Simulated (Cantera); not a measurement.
A closed system holds: 1 mol CH2F2, a varied amount of F2, equilibrated at 775 °C and 698 Torr.

Cantera equilibrium calculation (NASA polynomials, part measured and part estimated; ideal gas, pure solids and liquids). Candidate condensed phases: C, C6H6, C7H8, C8H18; 95 gas species. Gases not in the tables: C2F6 and larger saturated fluorocarbons. Rates play no part.

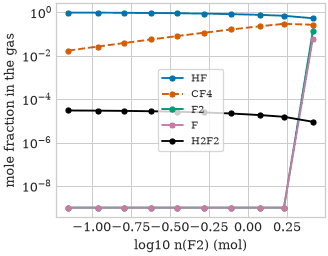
Figure: Equilibrium gas composition (values under 1e-9 drawn at 1e-9)

From 0.071 mol F2 to 1.7 mol F2 the condensed part is C(graphite). At 2.6 mol F2 nothing is condensed. The main C-bearing gas is CF4 throughout. The share of C in condensed phases is highest at 0.071 mol F2 (96.4 %) and lowest at 2.6 mol F2 (0.0 %).
